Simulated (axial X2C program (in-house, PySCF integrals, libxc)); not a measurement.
# Run report: BiIn⁻, relativistic diatomic calculation

- system: BiIn⁻, single determinant with M_S = 1/2 and |Λ| = 1.
- method: PBE0, spin-free X2C-1e, Bi dyall-av2z, In dyall-av2z (cores contracted) (axial X2C program (in-house, PySCF integrals, libxc))

## Input file
```
{"zs": [83, 49], "q": -1, "bas": ["dyall-av2z", "dyall-av2z"], "levels": ["PBE0", "HF", "B97-3", "PW91"], "cc": false, "r0": 2.93, "npts": 10, "nst": 2, "ntry": 6, "opt": {"auxb": 6.0}}
```

The line is the task of a batch: nuclear charges, charge, bases, the levels to run, a first guess of the distance and further settings. This report covers PBE0 without spin-orbit coupling. The log is that of the reference distance 2.8 Å, started from orbitals converged before.

The run was one of a batch that the task file lists, launched with:
```bash
python <driver script> task.json out
```

## The program's output
```
spin-free X2C-1e  PBE0
basis functions 218  fitting functions 552  grid points 5802
iter        total energy     max residual
   1     -27415.395869745     2.34e-06
   2     -27415.395869745     2.81e-06
converged
one-electron -39086.21595081  Coulomb 11463.55600631  exact exchange -135.87357762  xc functional -425.49224648  nuclear repulsion 768.62989886
```

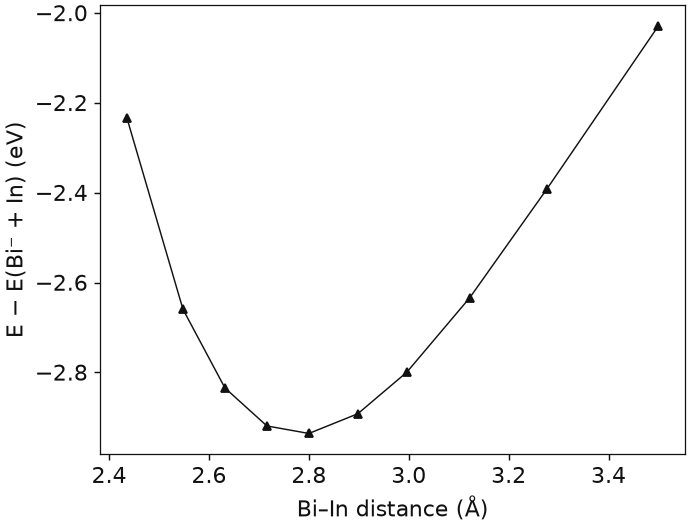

Fig. 1: Energy at 10 bond lengths, for one set of occupations held fixed; the line joins the points. A polynomial of degree 6 through 9 points gives rₑ = 2.782 Å, ωₑ = 167.1 cm⁻¹, ωₑxₑ = 0.26 cm⁻¹ and Bₑ = 0.02938 cm⁻¹. The minimum lies 2.94 eV below Bi⁻ + In, each computed as one determinant at the same level.

## What the run reported

```
                    quantity                                      value
                     outcome  converged; a filled level lies above zero
              bond length rₑ                                    2.782 Å
                          ωₑ                                 167.1 cm⁻¹
       energy at the minimum                       −27415.39591 hartree
   depth below the fragments                                    2.94 eV
largest ⟨S²⟩ along the curve                                       1.08
                    hardware                  1 CPU thread, shared host
                   wall time                                       11 s
```

## What is odd here

The input is odd on purpose: sparse fitting set (auxb = 6.0). The program ran to the end. Its numbers are those of the input as typed; this run alone doesn't show how far the oddity moves them. The highest filled level (PBE0, up to 0.16 eV) lies above zero. That is common for anions, where the functional's self-interaction leaves the outer electrons unbound; only the finite basis holds them, so such levels depend on it. ⟨S²⟩ reaches 1.08 where a pure state of this multiplicity has 0.75, so the determinant is spin-contaminated.
